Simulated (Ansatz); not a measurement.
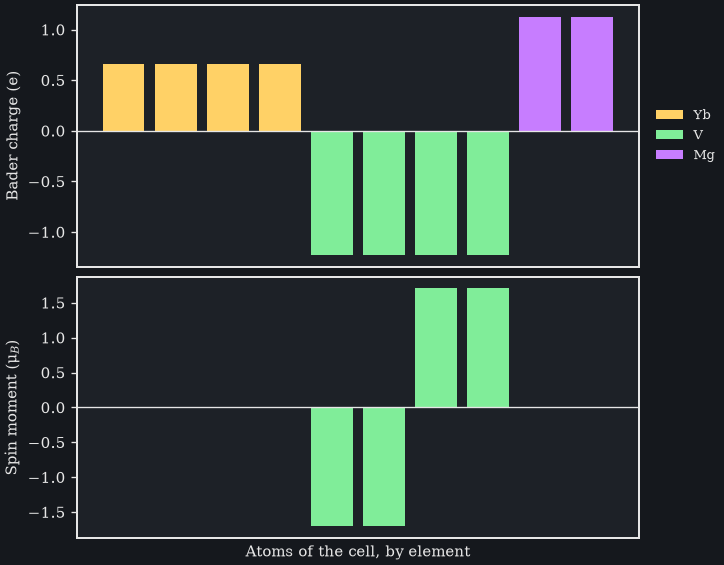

Bader charges of the atoms (positive: electrons lost), with their spin moments below.

Structure: Yb$_{2}$MgV$_{2}$, space group P4/mbm (No. 127), 10 atoms in the cell, a structure borrowed from another compound.

Ansatz 0.2.0; DFT with PBE, PAW plane waves, spin-polarised, 3×3×5 k mesh, 420 eV cutoff.

**What are the charges by element?**

The Bader charges are Mg +1.13 e, Yb +0.66 e and V −1.22 e. Summed over the cell, Yb gives up most (2.6 e) and V takes most (4.9 e).

**Which atoms carry the moments, and how are they ordered?**

The largest moments sit on V, up to 1.7 μB, 2 up and 2 down; the cell's net moment is 0.0 μB.

The structure was built from a prototype or by substitution, so it need not be a known phase. The atoms aren't at rest in this cell (largest force 0.5 eV/Å), so the relaxed material can differ. The cell is at 10 GPa in this functional. Spin-orbit coupling is left out, which matters for Yb.
